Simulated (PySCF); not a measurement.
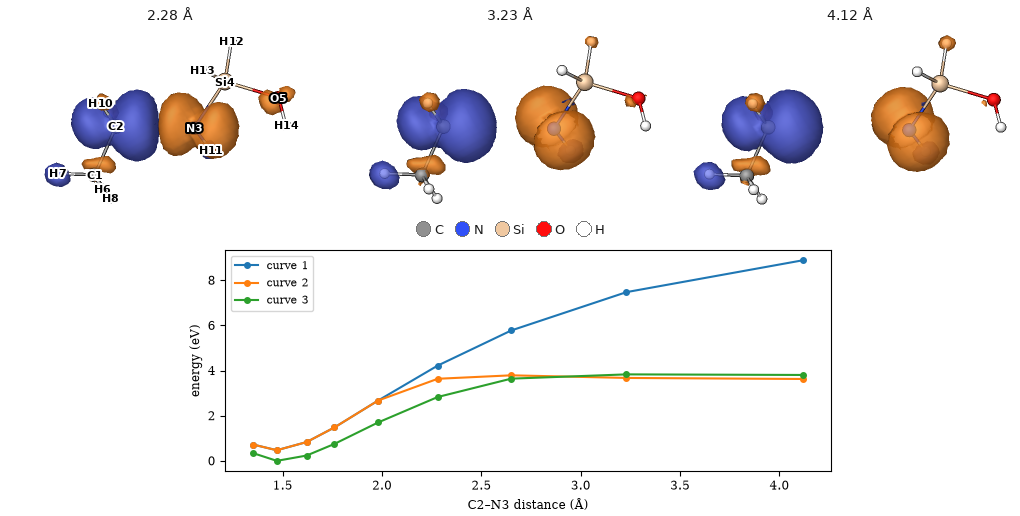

*C2H9NOSi, SMILES `CCN[SiH2]O`. Rigid stretch of the C2–N3 bond. Broken-symmetry UHF spin density at ±0.03 e/Å³ (orange: α, blue: β). Below: energies along the scan, from the lowest point of the three curves.*

Method: 6-31G* basis; geometry: GFN2-xTB; program: PySCF. No frequency check shows the geometry to be a minimum.

Cartesian coordinates (Å):

```
C1       2.7306   -0.4317   -0.1891
C2       1.5693    0.4961    0.1540
N3       0.3255   -0.2310    0.2312
Si4     -1.2115    0.4680   -0.0909
O5      -2.3379   -0.6978    0.0382
H6       2.5349   -0.9409   -1.1294
H7       3.6528    0.1363   -0.2811
H8       2.8606   -1.1813    0.5893
H9       1.7872    1.0192    1.0974
H10      1.4582    1.2539   -0.6237
H11      0.3708   -0.9572    0.9328
H12     -1.7287    1.4456    0.8645
H13     -1.1093    1.0016   -1.4508
H14     -2.2391   -1.5166   -0.4397
```

### How does the broken-symmetry solution share the spin, and how far is it from a pure singlet?

At 4.12 Å excess α spin lies mostly on N3 and excess β on C2; the two could be swapped at no cost. ⟨S²⟩ is 0.67 at 2.28 Å, 1.01 at 3.23 Å and 1.01 at 4.12 Å, against 0 for a pure singlet and 1 for an equal mix of singlet and triplet.

### Which curve is which method?

Curve 1 is RHF. Curve 2 is UHF. Curve 3 is CASSCF(2,2). RHF rises too steeply because it keeps both electrons in one orbital and so mixes in ionic fragments.

### Where does the UHF solution part from RHF?

Between 1.98 Å (⟨S²⟩ = 0, the two coincide) and 2.28 Å (⟨S²⟩ = 0.67); at 4.12 Å ⟨S²⟩ is 1.01 and UHF lies 5.3 eV below RHF.

### How much energy does the stretch cost?

By CASSCF, 3.8 eV from the lowest point of the scan (1.47 Å) to 4.12 Å; RHF gives 8.4 eV from its own lowest point. The fragments aren't relaxed and dynamic correlation is missing, so this isn't a bond dissociation energy.

Run time: 7.5 min on 1 thread of Arm Neoverse V2, on a shared host, peak memory 0.26 GiB.
